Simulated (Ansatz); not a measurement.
TaNH4OBrCl3: several calculations on one system

**1. Relaxation**

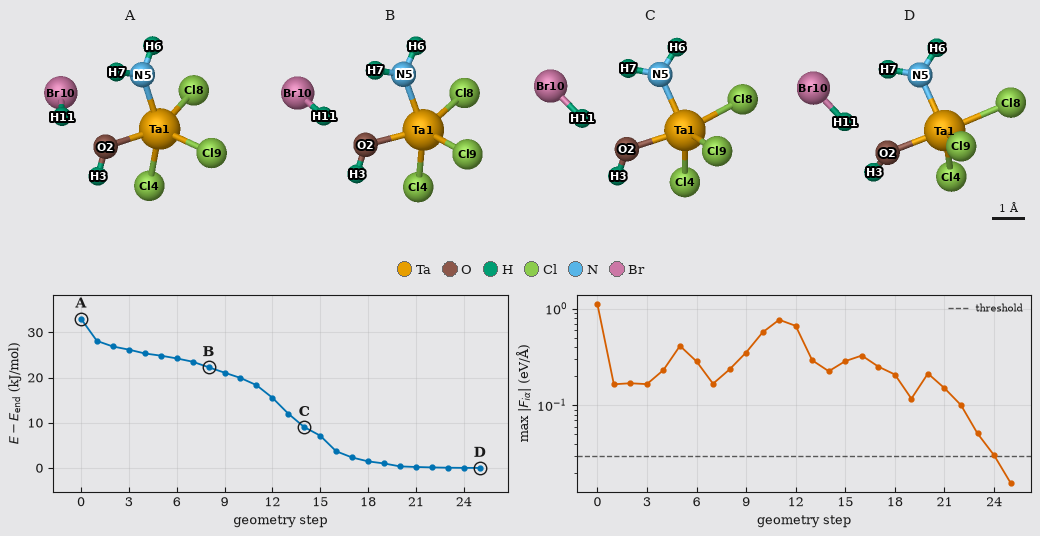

Frames of a relaxation of TaNH4OBrCl3, marked on the history of the run. Style: ball-and-stick. Shown at a tilt.

The run prepares an end point of a later path (reaction) calculation, from a guessed geometry.

These are results of RKS PBE/def2-SVP (Ansatz), not measurements. (no spin polarisation; force threshold 0.03 eV/Å; at most 50 steps)

Describe the path.

Answer. After 25 geometry steps the energy has fallen by 33.0 kJ/mol. The largest force component goes from 1.1 to 0.016 eV/Å. The largest move after the best rigid fit is that of Br10, 2.84 Å. By element the largest moves are Br 2.84 Å, Cl 1.67 Å, H 1.62 Å, N 1.05 Å, O 0.75 Å, Ta 0.17 Å. Among the contacts that change: Br10–H11 1.510 → 1.473 Å, Ta1–O2 1.994 → 1.960 Å, Ta1–N5 1.985 → 1.952 Å, Ta1–Cl4 2.380 → 2.359 Å. Among the angles between lasting bonds that change: Cl4–Ta1–N5 151.9° → 121.2°, O2–Ta1–Cl8 148.0° → 171.3°, Cl4–Ta1–Cl9 103.2° → 125.6°. From step 0 to 8: Br10 moves most (0.90 Å), energy −10.8 kJ/mol. From step 8 to 14: Br10 moves most (1.13 Å), energy −13.2 kJ/mol. From step 14 to 25: Br10 moves most (0.99 Å), energy −9.04 kJ/mol.

Limits of the set-up: the start holds two separate molecules, 2.2 Å apart at their closest, whose relative position is a soft coordinate and is computed without a dispersion correction.

**2. Relaxation**

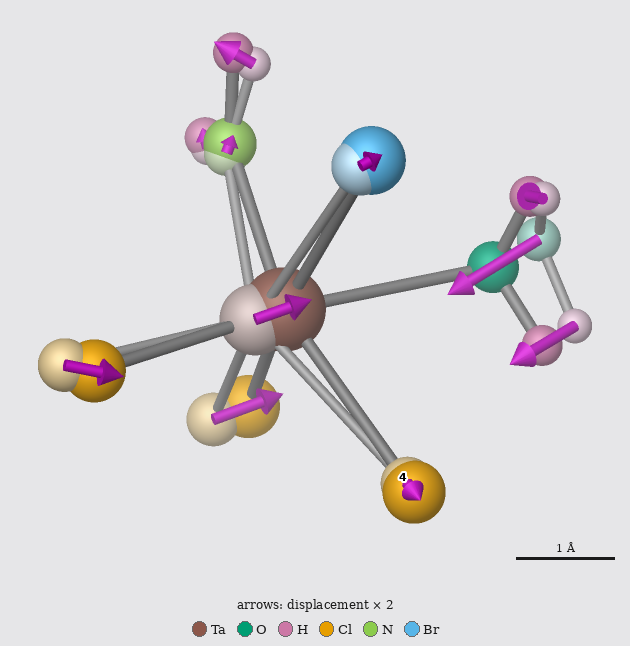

A relaxation of TaNH4OBrCl3. The starting structure is drawn faded, the final one solid; purple arrows show the displacements, 2 times their true length. The two geometries are superimposed by the best rigid fit.

Style: ball-and-stick. Shown at a tilt.

The run prepares an end point of a later path (reaction) calculation, from a guessed geometry.

Theory: RKS PBE/def2-SVP in Ansatz. Settings: no spin polarisation; force threshold 0.03 eV/Å; at most 50 steps.

What happened in the run?

Answer. The largest move after the best rigid fit is that of the O atom, 0.56 Å. Largest moves by element: O 0.56 Å, H 0.46 Å, Cl 0.40 Å, Ta 0.32 Å, Br 0.13 Å, N 0.10 Å. Near-neighbour distances that change, for instance: O–Ta 3.206 → 2.360 Å, H–Ta 3.398 → 2.741 Å, H–Ta 3.200 → 2.797 Å, Br–Ta 2.625 → 2.548 Å. New bonds form, among them: O–Ta (3.21 → 2.36 Å). Among the angles between lasting bonds that change: Cl–Ta–N 146.1° → 161.7°, Cl–Ta–Cl 107.5° → 96.2°, N–Ta–Cl 106.3° → 102.1°. The energy falls by 10.6 kcal/mol in 10 accepted moves (11 points after the start). The largest force component goes from 0.83 to 0.024 eV/Å. The line search rejected the trial step at point 7 of the run. Cost: 23 s on 4 threads of Intel(R) Xeon(R) 6975P-C (Granite Rapids), with other jobs on the host, peak memory 0.31 GiB.

Limits of the set-up: the start holds two separate molecules, 2.8 Å apart at their closest, whose relative position is a soft coordinate and is computed without a dispersion correction.

**3. Path**

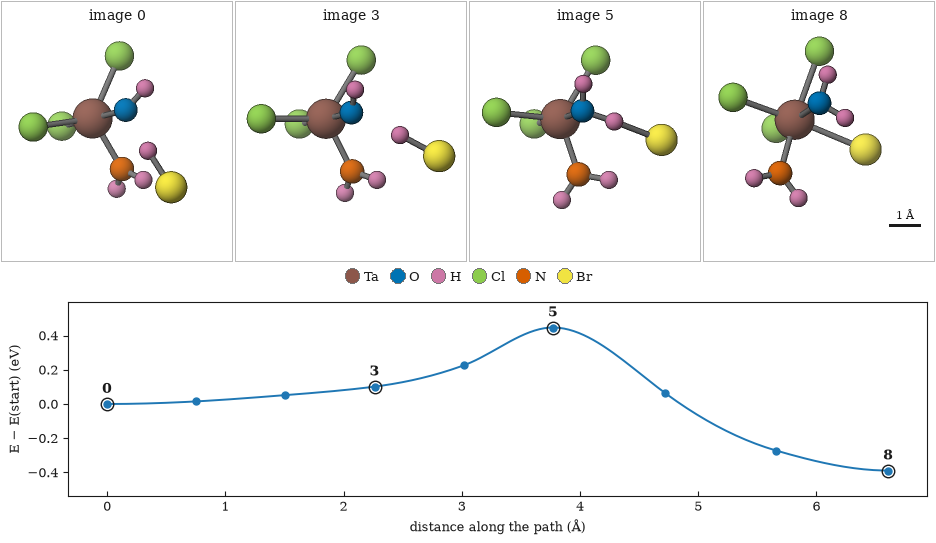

NEB run on TaNH$_{4}$OBrCl$_{3}$. Images are numbered from 0 (start) to 8 (end). A ball-and-stick model, seen from a free direction.

Theory: RKS PBE/def2-SVP (Ansatz 0.2.0). Settings: 7 movable images; climbing image; force threshold 0.05 eV/Å; iteration limit 60; starting path through a guess of the saddle point.

What happens along the path, and what is the barrier?

Breaking: Br–H (1.47 → 2.74 Å). Forming: H–O (1.78 → 0.98 Å), Br–Ta (4.48 → 2.55 Å). Forward barrier 0.45 eV, backward barrier 0.84 eV, with image 5 at the top; the reaction energy is −0.39 eV. The band converged in 34 iterations. The largest component of the band force went from 72 to 0.039 eV/Å. The climbing image converged on the top of the path. Its vibrational analysis gives one imaginary mode (100i cm⁻¹), as a transition state must have.
